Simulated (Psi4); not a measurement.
# BH2SCl (SMILES SBCl) at 3 levels

Aim: a comparison of 3 runs (B3LYP5/2ZaPa-NR, MP2/3-21G, QCISD/6-311G**) of BH2SCl. 

Program for the calculation: Psi4 1.11.

2 further runs of the same task are left out: 2 set aside as unsound or not needed.

**1. The molecule**

BH2SCl has 5 atoms, charge 0, and is taken as a singlet. As SMILES, `SBCl`. The shape is that of a PBE0-D4/def2-TZVP optimisation. This is one conformer, not always the lowest.

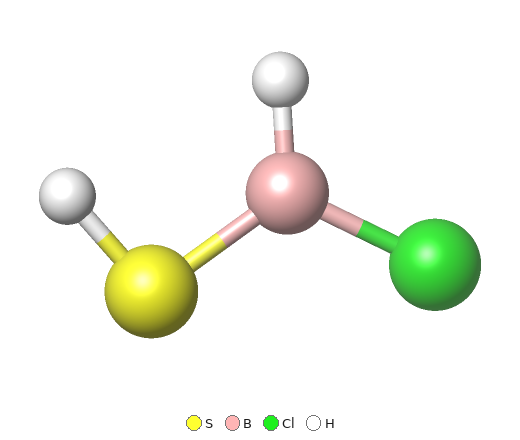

The structure, seen from a chosen angle (sulfur yellow, boron pink, chlorine green, hydrogen white).

**2. Energy and gradient at B3LYP5/2ZaPa-NR (run 1)**

bclh2s.json

```json
{
 "schema_name": "qcschema_input",
 "schema_version": 1,
 "molecule": {
  "schema_name": "qcschema_molecule",
  "schema_version": 2,
  "symbols": ["S", "B", "Cl", "H", "H"],
  "geometry": [-2.44625047, -0.01662959, -0.6113264, 0.76137066, -0.41158235, 0.31123789, 1.67939961, -3.28604476, 1.64198303, -2.18754696, 2.35875615, -1.46850617, 2.2873245, 1.21584979, 0.04856596],
  "molecular_charge": 0,
  "molecular_multiplicity": 1
 },
 "driver": "gradient",
 "model": {
  "method": "b3lyp5",
  "basis": "2ZaPa-NR"
 },
 "keywords": {
  "scf_type": "pk",
  "dft_pruning_scheme": "robust"
 }
}
```

The run is started by

```bash
psi4 --qcschema bclh2s.json -n 1 --memory 1600MB
```

stdout:

```text
[...]
  Running in c1 symmetry.
[...]
  Nuclear repulsion =  115.979431432976767
[...]
  Multiplicity = 1
[...]
  Nalpha       = 20
  Nbeta        = 20
[...]
    Number of basis functions: 84
[...]
   @RKS iter   1:  -884.27457949898269   -1.38366e-01   5.03086e-03 ADIIS/DIIS
[...]
   @RKS iter  11:  -884.39485878535481   -5.57066e-12   6.51860e-09 DIIS
[...]
    Orbital Energies [Eh]
    ---------------------
    Doubly Occupied:
       1A   -101.540225     2A    -88.888359     3A     -9.466184
       4A     -7.960438     5A     -7.225168     6A     -7.220540
       7A     -7.218604     8A     -6.829037     9A     -5.922533
      10A     -5.918323    11A     -5.916324    12A     -0.850906
      13A     -0.762861    14A     -0.514179    15A     -0.454726
      16A     -0.404676    17A     -0.363602    18A     -0.362411
      19A     -0.310211    20A     -0.293939
[...]
  @RKS Final Energy:  -884.39485878535481
   => Energetics <=
    Nuclear Repulsion Energy =            115.9794314329767673
    One-Electron Energy =               -1450.3470464139277283
    Two-Electron Energy =                 497.1857235452460486
    DFT Exchange-Correlation Energy =     -47.2129673496499720
    Empirical Dispersion Energy =           0.0000000000000000
    VV10 Nonlocal Energy =                  0.0000000000000000
    Total Energy =                       -884.3948587853549270
[...]
 Multipole Moments:
 ------------------------------------------------------------------------------------
     Multipole            Electronic (a.u.)      Nuclear  (a.u.)        Total (a.u.)
 ------------------------------------------------------------------------------------
 L = 1.  Multiply by 2.5417464519 to convert [e a0] to [Debye]
 Dipole X            :          1.0915664           -1.1800879           -0.0885215
 Dipole Y            :         -2.9820644            3.5974647            0.6154003
 Dipole Z            :          1.4147644           -1.6739440           -0.2591796
 Magnitude           :                                                    0.6735931
[...]
  -Total Gradient:
     Atom            X                  Y                   Z
    ------   -----------------  -----------------  -----------------
       1        0.006306159922     0.002062985713     0.000721418013
       2       -0.001367874537    -0.003365099955     0.000984434005
       3       -0.002819258492     0.007412454029    -0.003549602148
       4        0.000250038736    -0.003714624437     0.001486980859
       5       -0.002355990728    -0.002396422496     0.000360208126
[...]
```

The result, in JSON:

```text
{
 "driver": "gradient",
 "model": {
  "method": "b3lyp5",
  "basis": "2ZaPa-NR"
 },
 "success": true,
 "return_result": [0.006306159921610599, 0.0020629857126489015, 0.0007214180133505617, -0.0013678745369819917, -0.003365099955190444, 0.000984434005375413, -0.002819258491957563, 0.007412454028710741, -0.0035496021479325818, 0.00025003873569181406, -0.0037146244370604153, 0.0014869808591553083, -0.002355990728263299, -0.002396422496155459, 0.0003602081255533428],
 "properties": {
  "calcinfo_nbasis": 84,
  "calcinfo_nmo": 84,
  "calcinfo_nalpha": 20,
  "calcinfo_nbeta": 20,
  "calcinfo_natom": 5,
  "nuclear_repulsion_energy": 115.97943143297677,
  "return_energy": -884.3948587853548,
  "return_gradient": [0.006306159921610599, 0.0020629857126489015, 0.0007214180133505617, -0.0013678745369819917, -0.003365099955190444, 0.000984434005375413, -0.002819258491957563, 0.007412454028710741, -0.0035496021479325818, 0.00025003873569181406, -0.0037146244370604153, 0.0014869808591553083, -0.002355990728263299, -0.002396422496155459, 0.0003602081255533428],
  "scf_one_electron_energy": -1450.3470464139277,
  "scf_two_electron_energy": 497.18572354524605,
  "scf_xc_energy": -47.21296734964997,
  "scf_dipole_moment": [-0.08852151422832755, 0.6154002971243138, -0.25917961329089434],
  "scf_total_energy": -884.3948587853548,
  "scf_total_gradient": [0.006306159921610599, 0.0020629857126489015, 0.0007214180133505617, -0.0013678745369819917, -0.003365099955190444, 0.000984434005375413, -0.002819258491957563, 0.007412454028710741, -0.0035496021479325818, 0.00025003873569181406, -0.0037146244370604153, 0.0014869808591553083, -0.002355990728263299, -0.002396422496155459, 0.0003602081255533428],
  "scf_iterations": 11
 }
}
```

Run time: 6 s. Hardware: 1 thread of AMD EPYC 9R45 (Zen 5), shared host; peak memory 0.46 GiB.

**3. The energy at MP2/3-21G (run 2)**

calc.in

```
memory 1600 mb

molecule {
  0 1
  S     -1.294500    -0.008800    -0.323500
  B      0.402900    -0.217800     0.164700
  Cl     0.888700    -1.738900     0.868900
  H     -1.157600     1.248200    -0.777100
  H      1.210400     0.643400     0.025700
  symmetry c1
  no_reorient
  no_com
}

set {
  puream          true
  e_convergence   1e-09
  d_convergence   1e-08
  scf_type        pk
  num_frozen_docc 11
  mp2_type        conv
}

energy('mp2/3-21G')
```

The run is started by

```bash
psi4 -n 1 calc.in calc.out
```

calc.out:

```text
[...]
  Running in c1 symmetry.
[...]
  Nuclear repulsion =  115.979431471867386
[...]
  Multiplicity = 1
[...]
  Nalpha       = 20
  Nbeta        = 20
[...]
    Number of basis functions: 39
[...]
   @RHF iter   1:  -878.57108643907645   -2.62527e-01   5.25663e-03 DIIS/ADIIS
[...]
   @RHF iter  11:  -878.60545819366860    9.09495e-13   4.29128e-09 DIIS
[...]
    Orbital Energies [Eh]
    ---------------------
    Doubly Occupied:
       1A   -104.114826     2A    -91.338223     3A    -10.512093
       4A     -8.942616     5A     -7.975232     6A     -7.971605
       7A     -7.971180     8A     -7.673553     9A     -6.617376
      10A     -6.615131    11A     -6.612744    12A     -1.142216
      13A     -1.030141    14A     -0.698179    15A     -0.627142
      16A     -0.546834    17A     -0.507567    18A     -0.498911
      19A     -0.446591    20A     -0.417729
[...]
  @RHF Final Energy:  -878.60545819366860
   => Energetics <=
    Nuclear Repulsion Energy =            115.9794314718673860
    One-Electron Energy =               -1444.6499999510729140
    Two-Electron Energy =                 450.0651102855368890
    Total Energy =                       -878.6054581936685963
[...]
 Multipole Moments:
 ------------------------------------------------------------------------------------
     Multipole            Electronic (a.u.)      Nuclear  (a.u.)        Total (a.u.)
 ------------------------------------------------------------------------------------
 L = 1.  Multiply by 2.5417464519 to convert [e a0] to [Debye]
 Dipole X            :          6.7878042           -6.6835834            0.1042208
 Dipole Y            :         55.5760647          -54.6121402            0.9639245
 Dipole Z            :        -18.6163376           18.2687383           -0.3475993
 Magnitude           :                                                    1.0299698
[...]
	SCS-MP2 Total Energy (a.u.)        :  -878.76577002771455
	SOS-MP2 Total Energy (a.u.)        :  -878.75427458656577
	SCSN-MP2 Total Energy (a.u.)       :  -878.66615412293356
[...]
	SOS-PI-MP2 Total Energy (a.u.)     :  -878.77907731871528
[...]
	MP2 Total Energy (a.u.)            :  -878.76395817786226
[...]
```

Run time: 1 s. Hardware: 1 thread of AMD EPYC 9R45 (Zen 5), shared host; peak memory 0.19 GiB.

**4. A single-point energy at QCISD/6-311G(d,p) (run 3)**

bclh2s.inp

```
memory 1600 MB

molecule {
  0 1
  S     -2.44625047    -0.01662959    -0.61132640
  B      0.76137066    -0.41158235     0.31123789
  Cl     1.67939961    -3.28604476     1.64198303
  H     -2.18754696     2.35875615    -1.46850617
  H      2.28732450     1.21584979     0.04856596
  units au
  no_reorient
  no_com
}

set basis 6-311G**
set reference rhf
set freeze_core true
set scf_type pk
set df_scf_guess false

energy("qcisd")
```

The run is started by

```bash
psi4 bclh2s.inp bclh2s.out -n 1
```

bclh2s.out:

```text
[...]
  Running in c1 symmetry.
[...]
  Nuclear repulsion =  115.979431432976767
[...]
  Multiplicity = 1
[...]
  Nalpha       = 20
  Nbeta        = 20
[...]
    Number of basis functions: 82
[...]
   @RHF iter   1:  -882.92640586417087   -3.34616e-01   3.38818e-03 DIIS/ADIIS
[...]
   @RHF iter  12:  -882.96383574860374   -7.95808e-13   2.51627e-09 DIIS
[...]
    Orbital Energies [Eh]
    ---------------------
    Doubly Occupied:
       1A   -104.840709     2A    -91.977367     3A    -10.569106
       4A     -8.982313     5A     -8.037051     6A     -8.034989
       7A     -8.034613     8A     -7.691614     9A     -6.664417
      10A     -6.663428    11A     -6.662315    12A     -1.126106
      13A     -1.005679    14A     -0.692416    15A     -0.613644
      16A     -0.544941    17A     -0.499670    18A     -0.497858
      19A     -0.443133    20A     -0.407180
[...]
  @RHF Final Energy:  -882.96383574860374
   => Energetics <=
    Nuclear Repulsion Energy =            115.9794314329767673
    One-Electron Energy =               -1449.9094322751857362
    Two-Electron Energy =                 450.9661650936052411
    Total Energy =                       -882.9638357486037421
[...]
 Multipole Moments:
 ------------------------------------------------------------------------------------
     Multipole            Electronic (a.u.)      Nuclear  (a.u.)        Total (a.u.)
 ------------------------------------------------------------------------------------
 L = 1.  Multiply by 2.5417464519 to convert [e a0] to [Debye]
 Dipole X            :          6.6860196           -6.6835833            0.0024363
 Dipole Y            :         55.3623340          -54.6121402            0.7501938
 Dipole Z            :        -18.5581583           18.2687383           -0.2894200
 Magnitude           :                                                    0.8040900
[...]
      * MP2 total energy:                   -883.327063203727
[...]
      * MP3 total energy:                   -883.359491430436
[...]
      * QCISD total energy:                 -883.364500355471
[...]
```

It took 5.1 s on 1 thread of AMD EPYC 9R45 (Zen 5), shared host; peak memory 0.48 GiB.

**5. Overview of the runs**

| run | level | task | frozen core orbitals | energy (Eh) | HOMO energy (eV) | LUMO energy (eV) | HOMO–LUMO gap (eV) | wall time |
| --- | --- | --- | --- | --- | --- | --- | --- | --- |
| 1 | B3LYP5/2ZaPa-NR | gradient | 0 | -884.394859 | -8.00 | -1.47 | 6.53 | 6 s |
| 2 | MP2/3-21G | energy | 11 | -878.763958 | -11.37 | 2.10 | 13.47 | 1 s |
| 3 | QCISD/6-311G** | energy | 11 | -883.364500 | -11.08 | 2.29 | 13.37 | 5.1 s |

**6. Outcome**

| quantity | value |
| --- | --- |
| run 3: total energy | -883.36450 Eh |
| run 3: HOMO energy (Hartree–Fock orbitals) | -11.08 eV |
| run 3: LUMO energy (Hartree–Fock orbitals) | 2.29 eV |
| run 3: HOMO–LUMO gap (Hartree–Fock orbitals) | 13.37 eV |
| run 3: correlation energy (11 core orbitals frozen) | -400.7 mEh |
| run 3: T1 diagnostic | 0.015 |

All runs together took 12 s, the longest 6 s.
